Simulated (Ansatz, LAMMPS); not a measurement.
# Glassy 62P2O5-14Al2O3-24BaO (mol %) (160 atoms) in motion, part 2 of 2

Aim: follow glassy 62P2O5-14Al2O3-24BaO (mol %) (160 atoms) for a short time with forces from DFT, then look at structure and electrons in the last frame.

Ansatz 0.2.0; Kohn-Sham DFT, PBE, PAW (set soft_2), plane waves.

The cell: 36 P, 8 Al, 7 Ba and 109 O. The quench rate of 1000 K/ps is orders of magnitude faster than experiment. The network of bonds at the start is that of the classical potential that made the cell. The Brillouin zone is sampled at Γ only, in a cell whose shortest periodic width is 13 Å. The levels lack spin–orbit coupling.

So far, density (g/cm³): step 3 (local order late in the run) 2.89.

## (4) Single point at the last frame

The last frame is solved once more, with the analyses that the dynamics left out.

File input.yaml:

```yaml
crystal:
  lattice:
    - [13.23747, 0.0, 0.0]
    - [0.0, 13.23747, 0.0]
    - [0.0, 0.0, 13.23747]
  atoms:
    - { symbol: P, position: [0.9917, 0.96561, 0.74717] }
    - { symbol: P, position: [0.28071, 0.19134, 0.96915] }
    - { symbol: P, position: [0.91962, 0.50152, 0.66738] }
    - { symbol: P, position: [0.10813, 0.88274, 0.22099] }
    [... 150 atom lines left out ...]
    - { symbol: O, position: [0.29159, 0.80277, 0.07592] }
    - { symbol: O, position: [0.57974, 0.48515, 0.72592] }
    - { symbol: O, position: [0.90533, 0.45361, 0.9039] }
    - { symbol: O, position: [0.71506, 0.12157, 0.45684] }
    - { symbol: O, position: [0.99434, 0.82354, 0.96905] }
    - { symbol: O, position: [0.8604, 0.19799, 0.08894] }
kpoints:
  mp_grid: { grid: [1, 1, 1] }
hamiltonian:
  xc: pbe
scf:
  occupations: { method: fixed }
output:
  forces: true
  stress: true
  populations: true
  dos:
    method: { smearing: { sigma: 0.08 } }
    de: 0.1
    projected: { site_lists: { Al: [Al], Ba: [Ba], O: [O], P: [P] } }
  eigenvalues: true
  write_density: true
  write_potential: true
  volumetric_format: npy
  elf: true
```

On the command line:

```
ansatz run input.yaml --threads 4 --pin off --max-ram 8192MiB --backend cpu --events-out ev --progress --plain --runs-dir out
```

The job ended after 78 s (4 threads of Intel Xeon Platinum 8488C (Sapphire Rapids), shared host; peak memory 3.8 GiB; 4.7 min of CPU time).

The program notes that the exchange-correlation potential is rough where the density is thin.

Numbers from this run:

| Item | Value |
| --- | --- |
| free energy | -135080.3513 eV |
| free energy per atom | -844.2522 eV/atom |
| SCF cycles | 10 |
| pressure | 0.948 GPa |
| r.m.s. force component | 1.101 eV/Å |
| longest force | 4.718 eV/Å |
| Fermi energy | 4.191 eV |
| gap (highest filled to lowest empty level) | 1.316 eV |
| spilling of the projection | 0.01678 |

Neighbours are counted within 2.11 Å (O-P), 2.49 Å (O-Al), 3.29 Å (O-Ba), the cutoffs taken from the dynamics.

Length of the force by element and coordination:

```
element  coordination  atoms  mean length of the force (eV/Å)  spread  least   most
     Al           all      8                             1.62   0.962  0.386   3.00
     Al             4      5                             1.91    1.03  0.607   3.00
     Al             5      3                             1.15   0.591  0.386   1.83
     Ba           all      7                            0.915   0.495  0.443   1.99
     Ba             4      1                            0.443       0  0.443  0.443
     Ba             6      3                             1.32   0.473  0.939   1.99
     Ba             7      1                            0.586       0  0.586  0.586
     Ba             8      2                            0.702   0.246  0.456  0.949
      O           all    109                             1.52   0.800  0.205   4.41
      O             1      7                             1.71   0.618   1.13   2.82
      O             2     86                             1.53   0.810  0.271   4.41
      O             3     16                             1.38   0.794  0.205   2.83
      P           all     36                             2.33   0.889  0.506   4.72
      P             4     33                             2.35   0.886  0.506   4.72
      P             5      3                             2.19   0.920  0.900   2.95
```

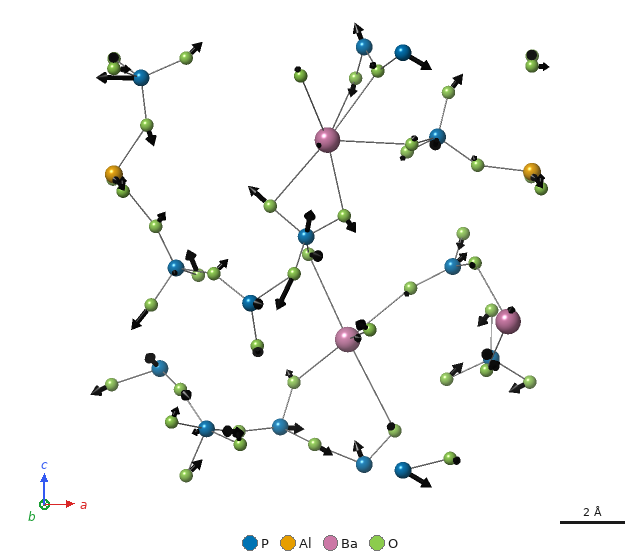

Forces as arrows; the longest in the cell is 4.72 eV/Å. Drawn is a slice 4 Å thick, seen along the normal of the ac plane. Bonds to atoms that aren't drawn are left out.

Löwdin charges by element and coordination (they lack the spilled electrons, 0.097 e an atom on average):

```
element  coordination  atoms  mean charge (e)  spread   least    most
     Al           all      8             1.38  0.0426    1.33    1.44
     Al             4      5             1.41  0.0286    1.37    1.44
     Al             5      3             1.33  0.0016    1.33    1.33
     Ba           all      7             1.83  0.0123    1.81    1.84
     Ba             4      1             1.84       0    1.84    1.84
     Ba             6      3             1.83  0.0038    1.82    1.83
     Ba             7      1             1.81       0    1.81    1.81
     Ba             8      2             1.83  0.0171    1.81    1.84
      O           all    109           -0.796  0.0683  -0.966  -0.673
      O             1      7           -0.815  0.0617  -0.903  -0.732
      O             2     86           -0.785  0.0655  -0.966  -0.673
      O             3     16           -0.845  0.0616  -0.952  -0.732
      P           all     36             2.18  0.0493    2.05    2.30
      P             4     33             2.18    0.05    2.05    2.30
      P             5      3             2.16  0.0335    2.12    2.20
```

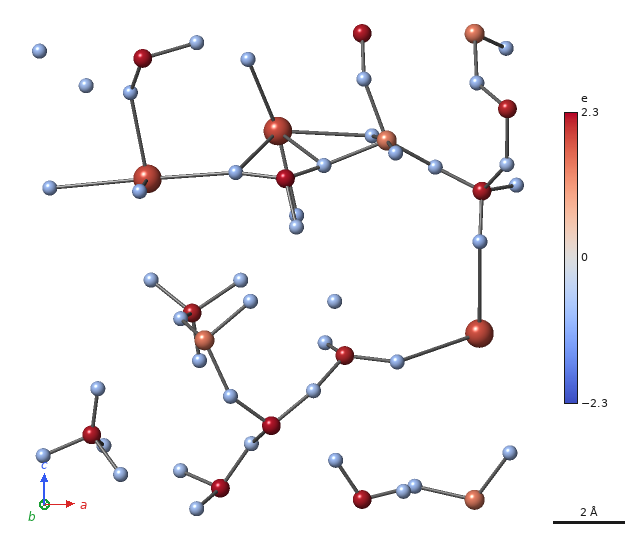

Atoms coloured by Löwdin charge. Drawn is a slice 4 Å thick, seen along the normal of the ac plane. Bonds to atoms that aren't drawn are left out.

Density of states as counts of states in windows of 1 eV (from the Fermi level), total and the larger projections:

```
from (eV)  to (eV)  total   O p  P p  O s
      -10       -9   18.8  12.3  2.6  1.3
       -9       -8   25.4  17.4  3.4  1.7
       -8       -7   36.6  26.0  4.7  2.9
       -7       -6   59.0  44.4  5.7  5.4
       -6       -5   77.8  63.1  5.7  5.1
       -5       -4   97.6  85.3  4.3  3.7
       -4       -3   89.8  81.7  2.8  1.9
       -3       -2  101.9  95.2  2.4  1.0
       -2       -1   67.9  64.6  1.0  0.4
       -1        0   19.1  18.3  0.2  0.1
        0        1    0.7   0.7  0.0  0.0
        1        2    2.0   0.6  0.3  0.2
        2        3    4.0   0.7  0.8  0.7
        3        4    8.2   1.5  1.9  1.2
        4        5   28.2   3.2  4.2  3.2
```

The curve was stored every 0.100 eV, coarse against its broadening of 0.08 eV, so these counts are rough.

With fixed occupations the program's Fermi level is the highest filled level; weight inside the gap is the broadening of levels at its edges.

Between -26 and -10 eV lie 325 more states.

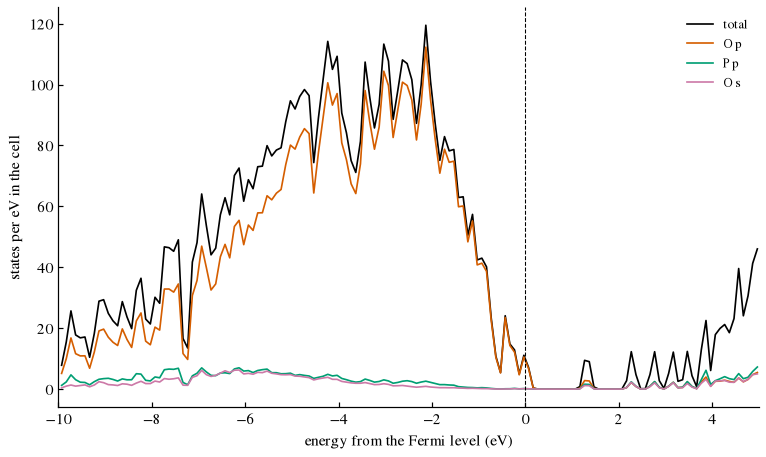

Total and projected density of states, with the broadening of the input.

The levels nearest the highest filled one (over half full), pooled over k-points and spins:

```
level less the highest filled one (eV)  occupation
                                -0.768           2
                                -0.680           2
                                -0.418           2
                                -0.411           2
                                -0.234           2
                                     0           2
                                  1.32           0
                                  2.28           0
                                  2.76           0
                                  3.15           0
                                  3.48           0
                                  3.83           0
```

Mean Löwdin charges: Al +1.38, Ba +1.83, O -0.80, P +2.18 e (they miss 1.7 % of the electrons, so they add up to more than the cell's charge).

## (5) Summary of results

```
mean temperature, second half                                : 631.1 K
temperature swing, second half                               : 34.81 K
slope of the conserved energy against time, by least squares : -0.5341 meV/atom/ps
free energy per atom                                         : -844.2522 eV/atom
pressure                                                     : 0.948 GPa
r.m.s. force component                                       : 1.101 eV/Å
gap (highest filled to lowest empty level)             : 1.316 eV
wall time of the 2 DFT runs                                  : 26 min
```

Over the second half of 63 fs the temperature averages 631 K, rising from about 576 to 658 K (means over the first and last quarter of that half). The conserved energy stays within 0.12 meV/atom. The mean temperature of 631 K lies well off the 400 K of the input, so the thermostat hasn't yet brought the run to equilibrium. The count of bonds goes from 226 in the first frame to 227 in the last, by one set of cutoffs: 3 pairs passed out of them and 4 came within. The run spans 0.06 ps, too short for its means to be equilibrium values. With the cutoffs above, 62 % of Al atoms have 4, 43 % of Ba atoms have 6, 79 % of O atoms have 2 and 92 % of P atoms have 4 bonded neighbours. 67 % of the oxygens bridge two formers (P and Al) and 33 % are non-bridging.

Between filled and empty levels lie 1.32 eV (at Γ alone); a semilocal functional tends to put such gaps too low. In a disordered cell it changes from sample to sample, and tail or defect levels can set it.

**Limits.** The network of bonds at the start is that of the classical potential that made the cell; in DFT 3 of its 226 bonded pairs passed out of the cutoffs and 4 came within them. The stress is far from hydrostatic: its diagonal is 2.2, -1.8, 2.5 GPa, compression counted positive. The pressure of a single frame lacks the kinetic term, about 0.60 GPa here.

[Logs are printed without paths, hosts, clocks, repeated set-up lines and the standing remarks that a program may print on its own settings, such as how far it seeks lower states.]

[Hosts, paths, dates, database ids (printed as entryN), source tags and the programs' standing remarks are cut or masked in the printed files.]
